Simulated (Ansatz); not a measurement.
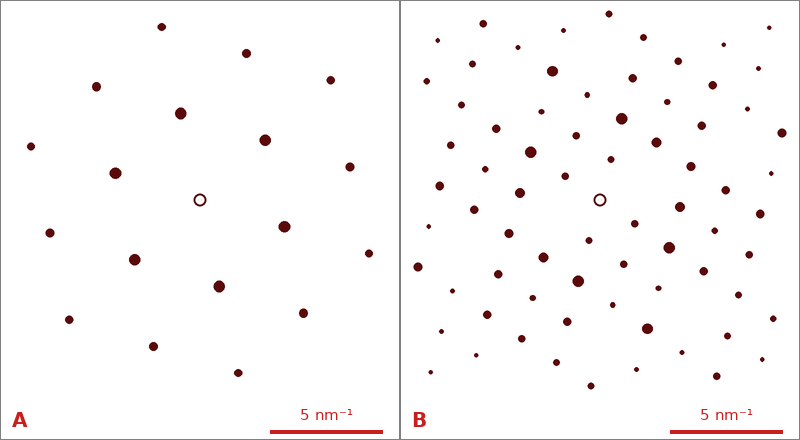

Kinematic electron diffraction patterns (200 kV, B = 0.5 Å², same scale, each along a low-index zone) of two structures of composition AgBi2, each relaxed at zero pressure with Ansatz 0.2.0, DFT PBE, scalar-relativistic, plane waves, PAW.

The structures (standard cells):
1. Fd-3m (No. 227), a = 9.159 Å, 24 atoms; generated start, possibly hypothetical
2. Fm-3m (No. 225), a = 7.092 Å, 12 atoms; generated start, possibly hypothetical

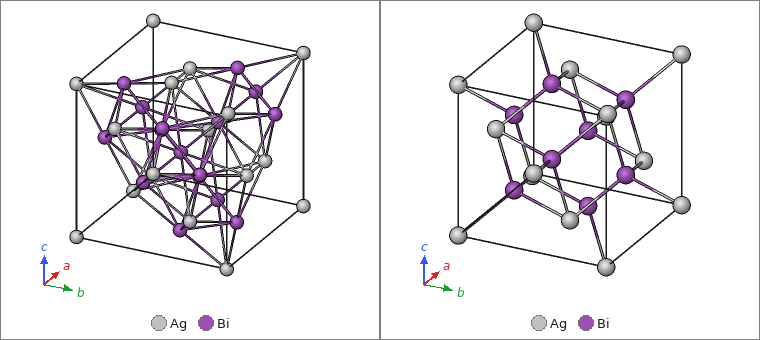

Drawings of the structures 1 to 2, from left to right (each may span several cells).

**Which pattern belongs to which structure, and along which zone?**

A is structure 2 along [111] or an equivalent direction: hexagonal net of -2 2 0 at d = 2.51 Å and -2 0 2 at d = 2.51 Å, 60.0° apart. B is structure 1 along [110] or an equivalent direction: centred rectangular net of -1 1 -1 at d = 5.29 Å and -1 1 1 at d = 5.29 Å, 70.5° apart (some points of this net are extinct or too weak to see).

**Rank the structures by their computed energy.**

Structure 2 (Fm-3m, 29.72 Å³ an atom) is the lowest of these; structure 1 (Fd-3m, 32.01 Å³ an atom) lies about 410 meV an atom higher. These are static energies at 0 K; other structures, not shown, may lie lower still.
